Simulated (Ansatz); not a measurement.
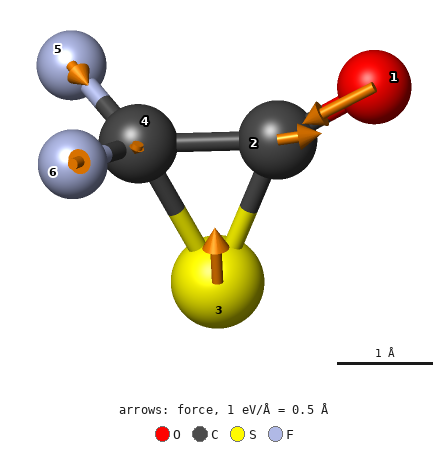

Starting geometry of C2SOF2 with the computed forces as orange arrows. The picture is a ball-and-stick view, seen at a tilt.

The start comes from PBE-D4/def2-SVP.

These are results of RKS PBE0-D4/def2-TZVP in Ansatz, not measurements. Settings: force threshold 0.005 eV/Å; at most 150 steps.

Question: What follows when this structure is relaxed?

Answer: It isn't relaxed: the largest force vector, on O1, is 1.76 eV/Å. The final displacements follow the starting forces only in part (cosine between the two patterns 0.83). S3 moves most after the best rigid fit: 0.036 Å. Largest moves by element: S 0.036 Å, O 0.024 Å, F 0.017 Å, C 0.010 Å. Some distances before and after: C2–S3 1.812 → 1.769 Å, S3–C4 1.856 → 1.817 Å, O1–C2 1.197 → 1.180 Å, C4–F5 1.342 → 1.329 Å. After 5 accepted moves (6 points after the start) the energy has fallen by 5.40 kJ/mol. Largest force component: 1.2 eV/Å at the start, 0.00052 eV/Å at the end. The line search rejected the trial step at point 3 of the run. The run took 37 s on 2 threads of Arm Neoverse V1, with other jobs on the host.
